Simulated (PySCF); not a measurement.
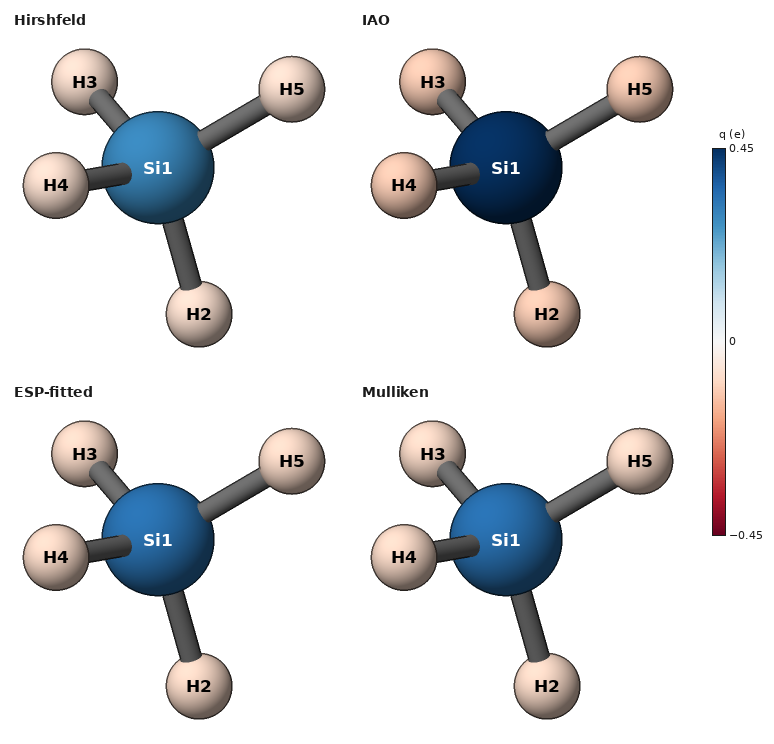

Atomic charges of one calculation by 4 schemes, on one colour scale. The geometry was computed by an optimisation with GFN2-xTB. No frequency run is at hand to confirm it as a minimum. Method: PBE0/pcSseg-1 (PySCF 2.14.0).

**Which scheme gives the most polar picture (largest mean size of the charges)?**

The IAO charges are the largest in size here, and the Hirshfeld charges the smallest.

List the charges (e), one line for each set of equivalent atoms.

| atom | Hirshfeld | IAO | ESP-fitted | Mulliken |
| --- | --- | --- | --- | --- |
| Si1 | 0.29 | 0.44 | 0.33 | 0.34 |
| H2, H3, H4… | −0.07 | −0.11 | −0.08 | −0.08 |

The geometry is semi-empirical. Around Si such bond lengths and angles can be off by a tenth of an ångström or more and by several degrees, and values that hang on the shape move with them.
